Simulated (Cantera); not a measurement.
Feed: 1 mol Al, 4.6 mol NH3, 2.9 mol H2, equilibrated at 1330 Pa.

Cantera equilibrium calculation (NASA polynomials, part measured and part estimated; ideal gas, pure solids and liquids). Candidate condensed phases: Al, AlN; 13 gas species. The numbers say what is thermodynamically allowed, not how fast it happens.

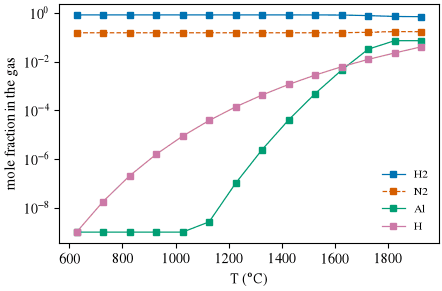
Fig. 1. Equilibrium gas composition (values under 1e-9 drawn at 1e-9)

### Question
Read off the mole fractions at 1927 °C.

### Answer
H2 about 0.71, N2 about 0.17, Al about 0.073, H about 0.041.
